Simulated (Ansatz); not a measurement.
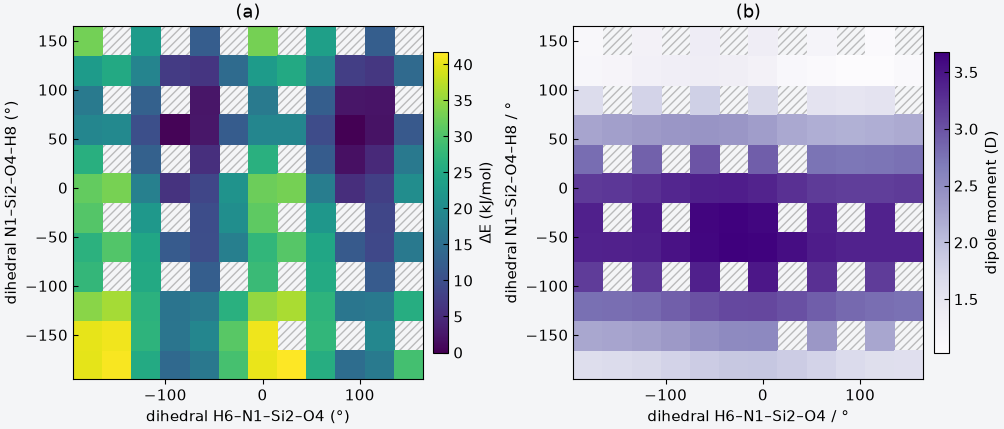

H4NO3Si, SMILES N[Si]([O])(O)O, spin multiplicity 2. 
- The first coordinate is: dihedral H6–N1–Si2–O4; the second: dihedral N1–Si2–O4–H8.
- Nothing is relaxed (all other coordinates rigid).
- Grid: 12 × 12 points. At 29 points there is no value.
- All energies are given in kJ/mol relative to the lowest grid point.
- Level of theory: Ansatz, UHF/def2-SVP.

Panel (a) is the energy; panel (b) is the computed dipole moment, in D.

In the figure: one coloured cell a grid point, hatched blanks where no value was computed.

> How does the dipole moment vary over the map, and what is it at the lowest grid point?

Leaving out the highest fifth of the energies, it runs from 1.03 D at dihedral H6–N1–Si2–O4 = 90°, dihedral N1–Si2–O4–H8 = 120° to 3.67 D at dihedral H6–N1–Si2–O4 = −30°, dihedral N1–Si2–O4–H8 = −60°. At the lowest grid point, dihedral H6–N1–Si2–O4 = 90°, dihedral N1–Si2–O4–H8 = 60°, it is 2.14 D.
